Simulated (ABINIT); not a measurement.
**Quasiparticle gap of SnO2 (Cassiterite) in ABINIT**

How does a plane-wave GW calculation on SnO2 (Cassiterite) run from the first input to the gap?

Program: ABINIT 10.8.3. Level of theory: LDA and many-body steps on it, plane waves. Results are calculated unless marked as measured.

**Experimental background.**

- Gap 3.6 eV: experimental gap quoted from earlier work; bulk crystal (quoted in “Study on the Photocatalytic Properties of Flower-Shaped SnO2”, 2022, pmc:9565917).

## 1. Set-up

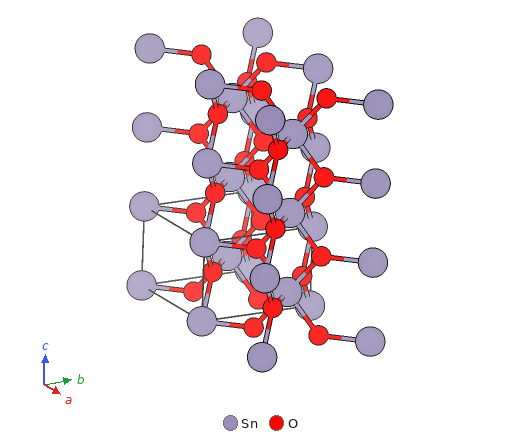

The starting structure, seen slightly off an axis (tin purple, oxygen red). 2×1×3 cells are drawn. Some periodic images of atoms are drawn too.

As a file:

```cif
data_structure
_symmetry_space_group_name_H-M 'P4_2/mnm'
_symmetry_Int_Tables_number 136
_cell_length_a 4.7380
_cell_length_b 4.7380
_cell_length_c 3.1865
_cell_angle_alpha 90.000
_cell_angle_beta 90.000
_cell_angle_gamma 90.000
_cell_volume 71.53
loop_
_atom_site_label
_atom_site_type_symbol
_atom_site_symmetry_multiplicity
_atom_site_Wyckoff_symbol
_atom_site_fract_x
_atom_site_fract_y
_atom_site_fract_z
_atom_site_occupancy
Sn1 Sn 2 a 0.00000 0.00000 0.00000 1
O1 O 4 f 0.30710 0.30710 0.00000 1
```

The cell and positions come from the Crystallography Open Database and are kept as given unless a step says otherwise.

## 2. Ground state

This step: ABINIT 10.8.3; DFT, LDA, plane waves, norm-conserving pseudopotentials.

The ground-state density comes first.

Input file run.abi:

```
acell 3*1.0 Angstrom
rprim 
  4.738000000000 0.000000000000 0.000000000000
  0.000000000000 4.738000000000 0.000000000000
  0.000000000000 0.000000000000 3.186500000000
ntypat 2
znucl 50 8
natom 6
typat 1 1 2 2 2 2
xred 
  0.000000000000 0.000000000000 0.000000000000
  0.500000000000 0.500000000000 0.500000000000
  0.307100000000 0.307100000000 0.000000000000
  0.192900000000 0.807100000000 0.500000000000
  0.692900000000 0.692900000000 0.000000000000
  0.807100000000 0.192900000000 0.500000000000
pp_dirpath "pseudos"
pseudos "Sn.upf, O.upf"
ecut 42
ngkpt 4 4 6
nshiftk 1
shiftk 0 0 0
kptopt 1
chksymbreak 0
nband 41
occopt 1
tolvrs 1e-10
nstep 60
prtwf 0
indata_prefix "in"
outdata_prefix "out"
tmpdata_prefix "tmp"
```

On the command line:

```console
$ OMP_NUM_THREADS=1 mpirun -n 8 abinit run.abi > log
```

Numbers of over 12 decimals in the logs are rounded to 6 here.

Log:

```text
.Version 10.8.3 of ABINIT. v10.8.2 released Aug 2026.

 Symmetries : space group P4_2/m n m (#136); Bravais tP (primitive tetrag.)
================================================================================
 Values of the parameters that define the memory need of the present run
     intxc =       0    ionmov =       0      iscf =       7    lmnmax =       6
     lnmax =       6     mgfft =      54  mpssoang =       3    mqgrid =    3001
     natom =       6  nloc_mem =       1    nspden =       1   nspinor =       1
    nsppol =       1      nsym =      16    n1xccc =    2501    ntypat =       2
    occopt =       1   xclevel =       1
-    mband =          41        mffmem =           1         mkmem =           3
       mpw =        6296          nfft =      104976          nkpt =          24
================================================================================
  Rough estimation (10% accuracy) of disk space for files :
================================================================================

--------------------------------------------------------------------------------
------------- Echo of variables that govern the present computation ------------
--------------------------------------------------------------------------------
 -outvars: echo values of preprocessed input variables --------
            acell      1.8897261259E+00  1.8897261259E+00  1.8897261259E+00 Bohr

      chksymbreak           0
             ecut      4.20000000E+01 Hartree
-          fftalg         312

              ixc       -1012
              kpt      0.00000000E+00  0.00000000E+00  0.00000000E+00
                       2.50000000E-01  0.00000000E+00  0.00000000E+00
                       5.00000000E-01  0.00000000E+00  0.00000000E+00
                       2.50000000E-01  2.50000000E-01  0.00000000E+00
                       5.00000000E-01  2.50000000E-01  0.00000000E+00
                       5.00000000E-01  5.00000000E-01  0.00000000E+00
                       0.00000000E+00  0.00000000E+00  1.66666667E-01
                       2.50000000E-01  0.00000000E+00  1.66666667E-01
                       5.00000000E-01  0.00000000E+00  1.66666667E-01
   [... 13 further rows ...]
                       5.00000000E-01  2.50000000E-01  5.00000000E-01
                       5.00000000E-01  5.00000000E-01  5.00000000E-01
         kptrlatt        4    0    0      0    4    0      0    0    6
          kptrlen      3.58140895E+01
P           mkmem           3
            natom           6
            nband          41
            ngfft          54      54      36
             nkpt          24
            nstep          60
             nsym          16
           ntypat           2
              occ      2.000000  2.000000  2.000000  2.000000  2.000000  2.000000
                       2.000000  2.000000  2.000000  2.000000  2.000000  2.000000
                       2.000000  2.000000  2.000000  2.000000  2.000000  2.000000
                       2.000000  2.000000  2.000000  2.000000  2.000000  2.000000
                       2.000000  2.000000  2.000000  2.000000  2.000000  2.000000
                       2.000000  2.000000  2.000000  2.000000  0.000000  0.000000
                       0.000000  0.000000  0.000000  0.000000  0.000000
            prtwf           0
            rprim      4.7380000000E+00  0.0000000000E+00  0.0000000000E+00
[...]
spgroup         136

           tolvrs      1.00000000E-10

             xred      0.0000000000E+00  0.0000000000E+00  0.0000000000E+00
[...]
znucl       50.00000    8.00000

================================================================================

 chkinp: Checking input parameters for consistency.

================================================================================
== DATASET  1 ==================================================================
-   mpi_nproc: 8, omp_nthreads: 1 (-1 if OMP is not activated)

--- !DatasetInfo
iteration_state: {dtset: 1, }
dimensions: {natom: 6, nkpt: 24, mband: 41, nsppol: 1, nspinor: 1, nspden: 1, mpw: 6296, }
cutoff_energies: {ecut:  42.0, pawecutdg:  -1.0, }
electrons: {nelect:   6.80000000E+01, charge:   0.00000000E+00, occopt:   1.00000000E+00, tsmear:   1.00000000E-02, }

 Real(R)+Recip(G) space primitive vectors, cartesian coordinates (Bohr,Bohr^-1):
 R(1)=  8.9535224  0.0000000  0.0000000  G(1)=  0.1116879  0.0000000  0.0000000
 R(2)=  0.0000000  8.9535224  0.0000000  G(2)=  0.0000000  0.1116879  0.0000000
 R(3)=  0.0000000  0.0000000  6.0216123  G(3)=  0.0000000  0.0000000  0.1660685
 Unit cell volume ucvol=  4.8272594E+02 bohr^3
 Angles (23,13,12)=  9.00000000E+01  9.00000000E+01  9.00000000E+01 degrees

 getcut: wavevector=  0.0000  0.0000  0.0000  ngfft=  54  54  36
         ecut(hartree)=     42.000   => boxcut(ratio)=   2.04927

--- Pseudopotential description ------------------------------------------------
- Sn Generated using ONCVPSP code by D. R. Hamann
- 50.00000  22.00000  180309                  znucl, zion, pspdat
12 -1012 2 -1 1608                            pspcod,pspxc,lmax,lloc,mmax
     nproj     2     2     2
  pspatm : epsatm=   27.51067946
         --- l  ekb(1:nproj) -->
[...]
pspatm: atomic psp has been read  and splines computed

[...]
ETOT  9  -509.14366349223    -5.281E-11 3.493E-04 2.432E-08
 ETOT 10  -509.14366349225    -2.842E-11 2.756E-04 4.358E-10
 ETOT 11  -509.14366349226    -3.240E-12 2.405E-04 1.476E-12

 At SCF step   11       vres2   =  1.48E-12 < tolvrs=  1.00E-10 =>converged.

 Cartesian components of stress tensor (hartree/bohr^3)
  sigma(1 1)=  1.29905742E-04  sigma(3 2)=  0.00000000E+00
  sigma(2 2)=  1.29905742E-04  sigma(3 1)=  0.00000000E+00
  sigma(3 3)=  8.73164193E-05  sigma(2 1)=  0.00000000E+00

--- !ResultsGS
iteration_state: {dtset: 1, }
comment   : Summary of ground state results
lattice_vectors:
- [  8.9535224,   0.0000000,   0.0000000, ]
- [  0.0000000,   8.9535224,   0.0000000, ]
- [  0.0000000,   0.0000000,   6.0216123, ]
lattice_lengths: [   8.95352,    8.95352,    6.02161, ]
lattice_angles: [ 90.000,  90.000,  90.000, ] # degrees, (23, 13, 12)
lattice_volume:   4.8272594E+02
convergence: {deltae: -3.240E-12, res2:  1.476E-12, residm:  2.405E-04, diffor: null, }
etotal    :  -5.09143663E+02
entropy   :   0.00000000E+00
fermie    :   2.34361684E-01
cartesian_stress_tensor: # hartree/bohr^3
- [  1.29905742E-04,   0.00000000E+00,   0.00000000E+00, ]
- [  0.00000000E+00,   1.29905742E-04,   0.00000000E+00, ]
- [  0.00000000E+00,   0.00000000E+00,   8.73164193E-05, ]
pressure_GPa:  -3.4043E+00
xred      :
- [  0.0000E+00,   0.0000E+00,   0.0000E+00, Sn]
- [  5.0000E-01,   5.0000E-01,   5.0000E-01, Sn]
- [  3.0710E-01,   3.0710E-01,   0.0000E+00,  O]
- [  1.9290E-01,   8.0710E-01,   5.0000E-01,  O]
- [  6.9290E-01,   6.9290E-01,   0.0000E+00,  O]
- [  8.0710E-01,   1.9290E-01,   5.0000E-01,  O]
cartesian_forces: # hartree/bohr
- [ -1.44560290E-19,  -7.22801448E-20,  -0.00000000E+00, ]
- [ -1.44560290E-19,  -7.22801448E-20,  -0.00000000E+00, ]
- [ -2.05118704E-03,  -2.05118704E-03,  -0.00000000E+00, ]
- [  2.05118704E-03,  -2.05118704E-03,  -0.00000000E+00, ]
- [  2.05118704E-03,   2.05118704E-03,  -0.00000000E+00, ]
- [ -2.05118704E-03,   2.05118704E-03,  -0.00000000E+00, ]
force_length_stats: {min:   1.61623317E-19, max:   2.90081653E-03, mean:   1.93387769E-03, }

 Integrated electronic density in atomic spheres:
 ------------------------------------------------
 Atom  Sphere_radius  Integrated_density
[...]
================================================================================

 ----iterations are completed or convergence reached----

 Mean square residual over all n,k,spin=   73.674E-08; max=  24.054E-05
 reduced coordinates (array xred) for    6 atoms
[...]
0.500000000000      0.500000000000      0.500000000000
       0.307100000000      0.307100000000      0.000000000000
       0.192900000000      0.807100000000      0.500000000000
       0.692900000000      0.692900000000      0.000000000000
       0.807100000000      0.192900000000      0.500000000000
 rms dE/dt=  1.2244E-02; max dE/dt=  1.8365E-02; dE/dt below (all hartree)
    1       0.000000000000      0.000000000000      0.000000000000
    2       0.000000000000      0.000000000000      0.000000000000
    3       0.018365349098      0.018365349098      0.000000000000
    4      -0.018365349098      0.018365349098      0.000000000000
    5      -0.018365349098     -0.018365349098      0.000000000000
    6       0.018365349098     -0.018365349098      0.000000000000

 cartesian coordinates (angstrom) at end:
    1      0.000000     0.000000     0.000000
    2      2.369000     2.369000     1.593250
    3      1.455040     1.455040     0.000000
    4      0.913960     3.824040     1.593250
[...]
cartesian forces (hartree/bohr) at end:
[...]
frms,max,avg= 1.3674580E-03 2.0511870E-03   0.000E+00  0.000E+00  0.000E+00 h/b

 cartesian forces (eV/Angstrom) at end:
[...]
2     -0.000000    -0.000000    -0.000000
    3     -0.105476    -0.105476    -0.000000
    4      0.105476    -0.105476    -0.000000
    5      0.105476     0.105476    -0.000000
    6     -0.105476     0.105476    -0.000000
 frms,max,avg= 7.0317519E-02 1.0547628E-01   0.000E+00  0.000E+00  0.000E+00 e/A
 length scales=  1.889726125908  1.889726125908  1.889726125908 bohr
              =  1.000000000000  1.000000000000  1.000000000000 angstroms
 prteigrs : about to open file out_EIG
 Fermi (or HOMO) energy (hartree) =   0.23436   Average Vxc (hartree)=  -0.44613
 Eigenvalues (hartree) for nkpt=  24  k points:
 kpt#   1, nband= 41, wtk=  0.01042, kpt=  0.0000  0.0000  0.0000 (reduced coord)
  -4.44846   -4.44846   -2.82999   -2.82999   -2.82850   -2.82849   -2.82847   -2.82847
  -0.53875   -0.51202   -0.50113   -0.50067   -0.50067   -0.49679   -0.49538   -0.49200
  -0.49130   -0.49130   -0.45463   -0.38230   -0.38230   -0.31763   -0.06828    0.08160
   0.08160    0.08526    0.11758    0.15697    0.16102    0.18740    0.18740    0.20540
   0.20540    0.23436    0.27617    0.45059    0.45961    0.45961    0.60628    0.61397
   0.66947
 prteigrs : prtvol=0 or 1, do not print more k-points.

--- !EnergyTerms
iteration_state     : {dtset: 1, }
comment             : Components of total free energy in Hartree
kinetic             :  1.99956805665582E+02
hartree             :  1.58422334219439E+02
xc                  : -7.03646290123763E+01
Ewald energy        : -2.98339747503783E+02
psp_core            :  1.12696717790318E+01
local_psp           : -4.85225992420812E+02
non_local_psp       : -2.48621062193384E+01
total_energy        : -5.09143663492257E+02
total_energy_eV     : -1.38545048819816E+04
band_energy         : -6.19178517938440E+01

 Cartesian components of stress tensor (hartree/bohr^3)
  sigma(1 1)=  1.29905742E-04  sigma(3 2)=  0.00000000E+00
  sigma(2 2)=  1.29905742E-04  sigma(3 1)=  0.00000000E+00
  sigma(3 3)=  8.73164193E-05  sigma(2 1)=  0.00000000E+00

-Cartesian components of stress tensor (GPa)         [Pressure= -3.4043E+00 GPa]
- sigma(1 1)=  3.82195889E+00  sigma(3 2)=  0.00000000E+00
- sigma(2 2)=  3.82195889E+00  sigma(3 1)=  0.00000000E+00
- sigma(3 3)=  2.56893775E+00  sigma(2 1)=  0.00000000E+00

== END DATASET(S) ==============================================================
================================================================================

 -outvars: echo values of variables after computation  --------
           etotal     -5.0914366349E+02
            nband          41
             nkpt          24
          spgroup         136
 [... the other variables as echoed above ...]

 Calculation completed.
```

It took 38 s on 8 MPI ranks of Arm Neoverse V2, shared host; peak memory 0.72 GiB; 5 min of CPU time.

This step gave:

```
total energy               : -13854.5049 eV
gap                        : 1.138 eV
k of the valence top       : 0, 0, 0
k of the conduction bottom : 0, 0, 0
least direct gap           : 1.138 eV
pressure                   : -3.404 GPa
```

The gap is direct, at Γ.

The cutoff was set for levels, not for stress, so the pressure can be off by some GPa.

[end of part 1 of 3]

[Paths, hosts, dates, memory and timing lines, banners, echoed tables and standing remarks are left out of the program output.]

[Logs are printed without paths, hosts, clocks, repeated set-up lines and the standing remarks that a program may print on its own settings, such as how far it seeks lower states.]

[Runs of the session that timed out or met a known fault of the program may be left out.]

[Hosts, paths, dates, database ids (printed as entryN), source tags and the programs' standing remarks are cut or masked in the printed files.]

[G0W0 gaps are taken among the corrected bands and points alone; a level outside them can change the order at an edge.]

[Where Ansatz stands beside ABINIT at settings called matched, ABINIT's density can come from a denser mesh and the files from another edition; pairs whose starting gaps differed by over 0.03 eV were left out, so agreement reads better than it is.]
